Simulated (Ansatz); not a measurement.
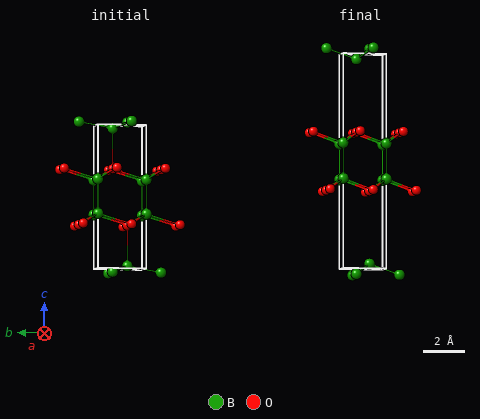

The structure of crystalline B$_{2}$O (set up in P-3m1) (coarse preliminary run) before (left) and after (right) a relaxation, at one scale.

The picture is a ball-and-stick view of the cell of the calculation, seen from a free direction.

The calculation used DFT PBE, scalar-relativistic, plane waves, PAW in Ansatz 0.2.0. Set-up: plane-wave cutoff 420 eV; k-point mesh 12 × 12 × 4; occupations gaussian; smearing width 0.1 eV; no spin polarisation; cell and atoms relaxed; force threshold 0.05 eV/Å; at most 80 steps.

Question: Describe what moved and what it gained.

Answer: The largest moves relative to the cell, 0.62 Å, are those of O atoms. Largest moves by element: O 0.62 Å, B 0.39 Å. Cell: a = b 2.879 → 2.560 Å (−11.1 %), c 7.052 → 10.552 Å (+49.6 %). Volume +18.3 %. Among the contacts that change: B–O 1.996 → 3.578 Å, B–O 1.742 → 1.579 Å, B–B 1.694 → 1.574 Å, B–B 1.692 → 1.746 Å. Bond angles that change, for instance: B–B–B 116.4° → 108.9°, B–B–O 107.4° → 110.6°, O–B–O 111.4° → 108.3°. The space group stays P-3m1 (No. 164). After 17 accepted moves (21 points after the start) the energy has fallen by 2.028 eV per cell of the calculation. The largest force component goes from 0.11 to 0.0066 eV/Å. The pressure goes from −18.97 to 0.13 GPa. At 4 points the geometry stayed and the basis and grid were re-selected for the new cell (energy shift of 0.201 eV per cell of the calculation at most each time).
